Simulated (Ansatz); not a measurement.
The relaxed structure here is a generated cell of TiAl: the first start was made by placing the elements on the sites of a structure type, and the end was not matched to a known phase here, so it may be hypothetical. Known forms of TiAl include space group No. 123.

The end point of a relaxation of TiAl. Space group R3m (No. 160). All values below come from r2SCAN (plane waves to 500 eV, PAW, scalar-relativistic; Ansatz, a program for electronic structure).

```cif
data_Al3Ti3
_chemical_formula_sum 'Al3 Ti3'
_space_group_name_H-M_alt 'P 1'
_space_group_IT_number 1
_cell_length_a 7.11832
_cell_length_b 7.11832
_cell_length_c 7.11832
_cell_angle_alpha 35.686
_cell_angle_beta 35.686
_cell_angle_gamma 35.686
loop_
_space_group_symop_operation_xyz
  'x, y, z'
loop_
_atom_site_label
_atom_site_type_symbol
_atom_site_fract_x
_atom_site_fract_y
_atom_site_fract_z
_atom_site_occupancy
Al1 Al 0.97268 0.97268 0.97268 1
Al2 Al 0.24741 0.24741 0.24741 1
Al3 Al 0.69636 0.69636 0.69636 1
Ti1 Ti 0.10759 0.10759 0.10759 1
Ti2 Ti 0.39376 0.39376 0.39376 1
Ti3 Ti 0.83220 0.83220 0.83220 1
```

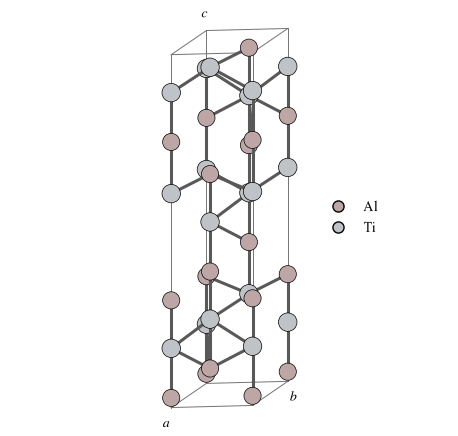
Figure: The conventional cell of the relaxed structure

```json
{
 "volume_per_atom": "18.29 Å³",
 "band_gap": "no gap (metallic)",
 "shortest_distances": "Al–Ti 2.59 Å; Ti–Ti 2.69 Å; Al–Al 2.76 Å",
 "k-mesh": "13×13×13"
}
```

Band energies at high-symmetry points (eV from the Fermi level; labels of this space group; no spin-orbit coupling), from −5 eV up to 1.1 eV:

```csv
point,energies
Γ,-4.16 -2.18 -2.18 -0.83 -0.72 -0.72 -0.25 -0.25 0.04 0.69 0.69
T,-2.46 -2.09 -2.09 -1.49 -0.57 -0.57 -0.18 -0.18 -0.07 -0.07 0.40
H2,-3.44 -2.72 -2.03 -1.09 -1.02 -0.79 -0.28 0.34 0.48 0.73 0.84
H0,-3.44 -2.72 -2.03 -1.09 -1.02 -0.79 -0.28 0.34 0.48 0.73 0.84
L,-4.11 -2.94 -2.35 -2.10 -1.92 -0.81 -0.46 -0.26 0.11 0.23 1.05
S0,-3.24 -2.92 -2.08 -1.17 -0.98 -0.77 -0.24 0.34 0.54 0.69 0.80
S2,-3.24 -2.92 -2.08 -1.17 -0.98 -0.77 -0.24 0.34 0.54 0.69 0.80
F,-4.29 -3.81 -2.16 -1.82 -1.19 -0.68 -0.49 -0.42 -0.09 0.57 0.74
```

No spin polarisation in the result. A magnetic state may lie lower.

The run could not lose the symmetry of its start, so the end can be a saddle point.
